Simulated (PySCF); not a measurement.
**Excited-state calculation, with input and output: C₂H₁₁NSi₂**

- system: C₂H₁₁NSi₂
- method: TDDFT CAM-B3LYP/def2-SVPD, vertical, gas phase, core orbitals frozen in the response (PySCF 2.14.0)

The geometry comes from this level: PBE0-D3(BJ)/def2-SVP. It belongs to a series of runs on one base structure; here: constitutional isomer.

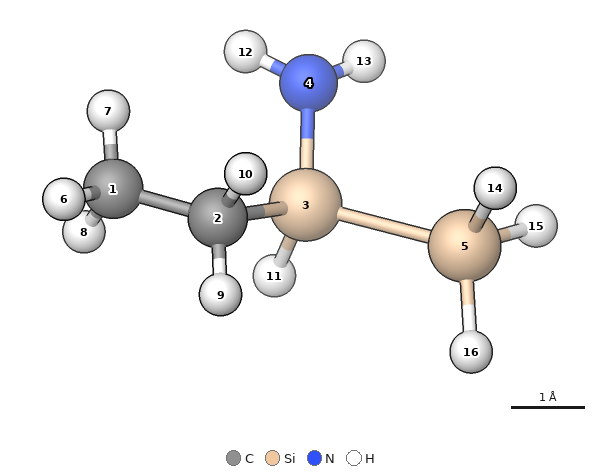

*The structure (ball-and-stick view, seen at a tilt; atoms are numbered from 1 in the order of the input).*

### The input
```
{"job": {"kind": "uv", "xc": "CAM-B3LYP", "basis": "def2-SVPD", "ip": true, "dynamic": true}, "charge": 0, "multiplicity": 1}
C     -1.995956    -1.208428     0.486242
C     -0.513078    -0.928103     0.718848
Si     0.274503     0.181949    -0.585896
N     -0.542204     1.721033    -0.593313
Si     2.525383     0.610669    -0.082380
H     -2.410900    -1.880738     1.254154
H     -2.591467    -0.281650     0.517316
H     -2.171563    -1.681482    -0.493481
H      0.058796    -1.872372     0.742056
H     -0.360808    -0.449408     1.701350
H      0.227795    -0.563417    -1.897543
H     -1.540451     1.740071    -0.778780
H     -0.095902     2.498360    -1.068622
H      2.667042     1.168340     1.300202
H      3.114162     1.600780    -1.041191
H      3.334525    -0.647233    -0.164698
```

The first line tells a small driver script what to run in PySCF; the rest is the geometry in Å.

Command:
```bash
OMP_NUM_THREADS=1 python <driver script> task.json out
```

### What the program printed
```
coarse grid: 13304 points
cycle   1  E = -716.1131376499  dE =  1.818e-02  |g| = 4.270e-01  |ddm| = 4.757e+00
cycle   2  E = -716.1130176454  dE =  1.200e-04  |g| = 4.526e-01  |ddm| = 1.379e+00
cycle   3  E = -716.1590747826  dE = -4.606e-02  |g| = 4.158e-02  |ddm| = 6.256e-01
cycle   4  E = -716.1594545304  dE = -3.797e-04  |g| = 2.101e-02  |ddm| = 1.201e-01
cycle   5  E = -716.1595656570  dE = -1.111e-04  |g| = 3.976e-03  |ddm| = 2.906e-02
cycle   6  E = -716.1595703328  dE = -4.676e-06  |g| = 5.750e-04  |ddm| = 1.233e-02
final grid: 116352 points
cycle   7  E = -716.2549107284  dE = -1.916e-05  |g| = 3.267e-03  |ddm| = 4.103e-02
cycle   8  E = -716.2549105138  dE =  2.147e-07  |g| = 3.537e-03  |ddm| = 8.541e-03
cycle   9  E = -716.2549133902  dE = -2.876e-06  |g| = 2.373e-04  |ddm| = 4.591e-03
cycle  10  E = -716.2549134011  dE = -1.087e-08  |g| = 1.480e-04  |ddm| = 5.703e-04
cycle  11  E = -716.2549134065  dE = -5.429e-09  |g| = 2.135e-05  |ddm| = 2.214e-04
cycle  12  E = -716.2549134067  dE = -1.618e-10  |g| = 5.294e-06  |ddm| = 4.908e-05
```

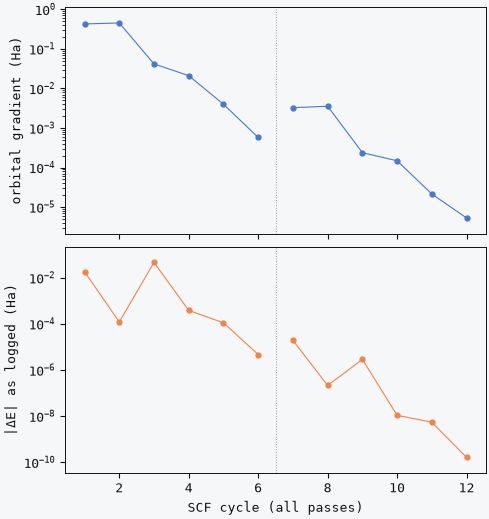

*Convergence of the self-consistent field: orbital gradient and size of the energy change against the SCF cycle. The dotted line marks the change from a coarse to the final integration grid.*

The first 6 cycles use a coarse grid, the final grid takes over at cycle 7, and the field converges after 12 cycles in all.

```
converged SCF energy = -716.2549134067

Static polarisability (au): isotropic 92.027, principal 81.082 86.460 108.538

Singlet excitations
state   eV       nm        f      main configurations
  1   6.2155    199.5   0.00828   H->L 0.87
  2   6.9645    178.0   0.00654   H->L+2 0.42, H-1->L 0.28
  3   7.1061    174.5   0.07074   H-1->L 0.46, H->L+2 0.28, H->L+3 0.09
  4   7.3541    168.6   0.01267   H->L+1 0.58, H-1->L+1 0.09, H-1->L 0.08
  5   7.4681    166.0   0.05893   H-1->L+2 0.52, H-1->L+1 0.12, H-1->L+3 0.09
  6   7.7490    160.0   0.02996   H-1->L+1 0.52, H-2->L 0.12, H-1->L+2 0.09
  7   7.7796    159.4   0.16710   H->L+3 0.43, H->L+4 0.14, H-1->L+2 0.12
  8   7.8993    157.0   0.01702   H->L+4 0.21, H->L+5 0.20, H-2->L 0.13
  9   7.9966    155.0   0.04050   H-1->L+3 0.40, H-2->L 0.15, H->L+3 0.14
 10   8.0935    153.2   0.01698   H->L+5 0.45, H-1->L+5 0.14

Triplet excitations (Tamm-Dancoff, eV): 5.8387 6.2710 6.3910 6.9922
Vertical ionisation energy (delta-SCF) = 9.4397 eV
```

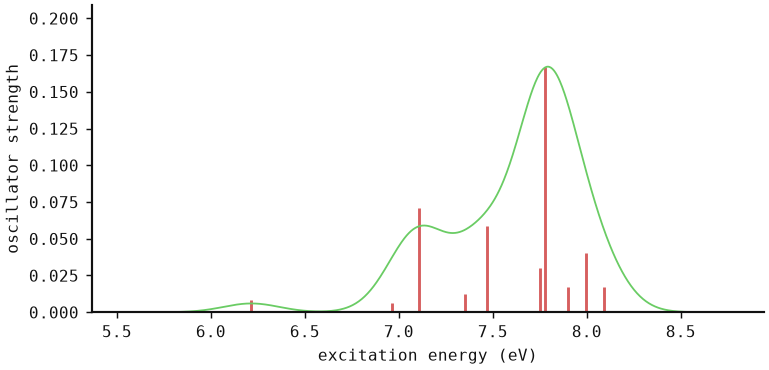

*Computed excitations as sticks (degenerate states added up, dark ones marked on the axis), with a Gaussian envelope of 0.35 eV full width at half maximum, scaled to the tallest.*

Of the 10 states the lowest lies at 6.22 eV (f = 0.008); the strongest line is at 7.78 eV, or 159 nm (f = 0.167).

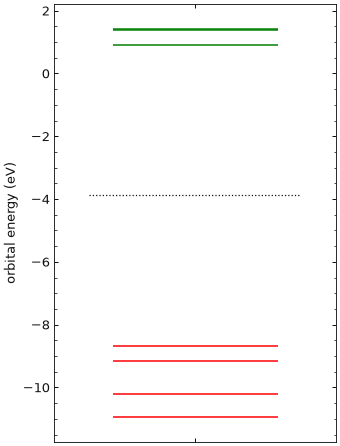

*Orbital energies near the frontier; the dotted line parts filled from empty levels, and levels within 0.02 eV of each other stand side by side.*

Highest filled −8.68 eV, lowest empty 0.91 eV, 9.59 eV apart.

### Key numbers

```json
{"quantity": "outcome", "value": "converged"}
{"quantity": "total energy", "value": "−716.254913 hartree"}
{"quantity": "HOMO", "value": "−8.68 eV"}
{"quantity": "LUMO", "value": "0.91 eV"}
{"quantity": "dipole moment", "value": "1.28 D"}
{"quantity": "mean polarisability", "value": "92.03 a.u."}
{"quantity": "vertical ionisation energy", "value": "9.44 eV"}
{"quantity": "lowest singlet excitation", "value": "6.22 eV"}
{"quantity": "hardware", "value": "1 CPU thread, shared host"}
{"quantity": "wall time", "value": "3.5 min"}
{"quantity": "peak memory", "value": "1.1 GiB"}
```
